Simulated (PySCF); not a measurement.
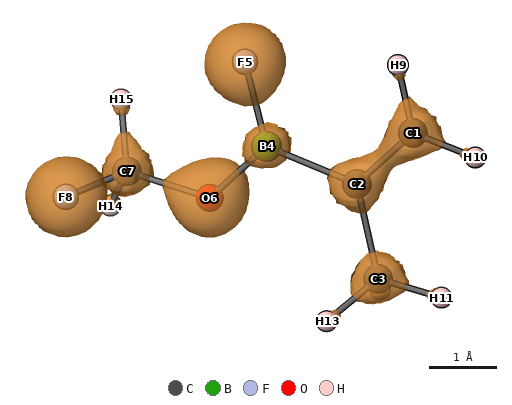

*C4H7BF2O (SMILES C=C(C)B(F)OCF). Isosurface of the electron density at 2 e/Å³ (orange), seen at a tilt.*

Geometry: GFN2-xTB.

These are results of PySCF 2.14.0, PBE0/pcSseg-1, SCF density, gas phase, non-relativistic, not measurements.

The calculation's input:

```
{"job": {"kind": "nmr", "xc": "PBE0", "basis": "pcSseg-1"}, "charge": 0, "multiplicity": 1}
C     -2.045527    -1.181711    -0.366567
C     -1.120780    -0.222587    -0.322140
C     -1.492390     1.222860    -0.493026
B      0.385047    -0.572716    -0.080036
F      0.778155    -1.846838     0.048460
O      1.321627     0.396063    -0.033729
C      2.653266     0.177790     0.252190
F      2.868641     0.378390     1.586409
H     -1.784517    -2.218945    -0.243633
H     -3.089940    -0.963209    -0.525074
H     -2.565564     1.341052    -0.619828
H     -0.981236     1.634675    -1.360969
H     -1.167114     1.792286     0.374947
H      3.259661     0.920288    -0.282817
H      2.976258    -0.849409     0.032592
```

Launched as:

```sh
OMP_NUM_THREADS=1 python probes_run.py task.json out
```

### What does this surface tell about the bonding?

At this value the surface falls into 14 separate pieces. It bridges the sampled C–C (1.33 Å) contacts, where the density stays above the isovalue. It is pinched off along the sampled B–F (1.34 Å), B–O (1.35 Å) and C–F (1.37 Å) contacts. On the grid the lowest density along these lines, outside the cores, is 2.3 e/Å³ (C–C, 1.33 Å), 1.5 e/Å³ (B–F, 1.34 Å), 1.6 e/Å³ (B–O, 1.35 Å) and 1.7 e/Å³ (C–F, 1.37 Å).
